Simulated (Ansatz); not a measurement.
# BFH3OSe: the cost of one run

All numbers below are computed with Ansatz 0.2.0 (RKS PBE-D4/def2-SVP).

## Step 1: Starting point

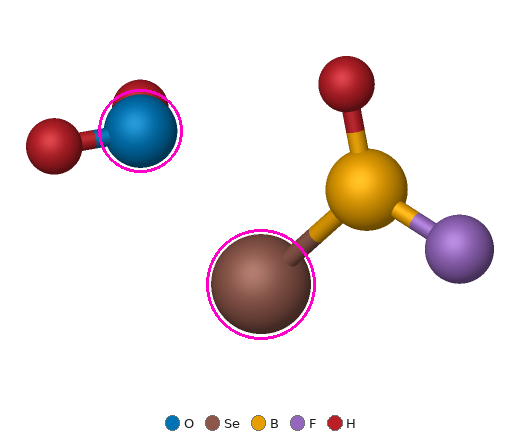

Start, viewed from a free direction; oxygen blue, selenium brown, boron amber, fluorine purple, hydrogen red. Ringed: O1, Se2.

Structure file:

```xyz
7

O    -1.0262    1.0493   -0.1564
Se   -0.6763   -0.9139    0.5523
B     1.1823   -0.9114    0.0582
F     1.8461   -1.9845    0.3176
H    -1.6890    1.0794   -0.8719
H    -1.3064    1.6620    0.5492
H     1.6694    0.0191   -0.4489
```

## Step 2: End point A

Input file input.yaml:

```yaml
crystal:
  periodic: [false, false, false]
  atoms:
    - { symbol: O, position_ang: [-1.02616, 1.04933, -0.15638] }
    - { symbol: Se, position_ang: [-0.67626, -0.91394, 0.55225] }
    - { symbol: B, position_ang: [1.18229, -0.91142, 0.05816] }
    - { symbol: F, position_ang: [1.84612, -1.98453, 0.31761] }
    - { symbol: H, position_ang: [-1.68902, 1.07941, -0.87186] }
    - { symbol: H, position_ang: [-1.3064, 1.66201, 0.54915] }
    - { symbol: H, position_ang: [1.66944, 0.01914, -0.44894] }
total_charge: 1
basis:
  gaussian: { orbitals: def2-SVP }
hamiltonian:
  xc: pbe
  dispersion: d4
relax:
  f_tol: 0.015
  max_steps: 40
```

Launch:

```sh
> ansatz run input.yaml --threads 1 --pin off --max-ram 2048MiB --backend cpu --events-out ev --progress --plain --runs-dir out
```

Q: Estimate wall time and peak memory on 1 thread of an Arm CPU, shared host.

About 16 s, with a peak of 0.14 GiB.
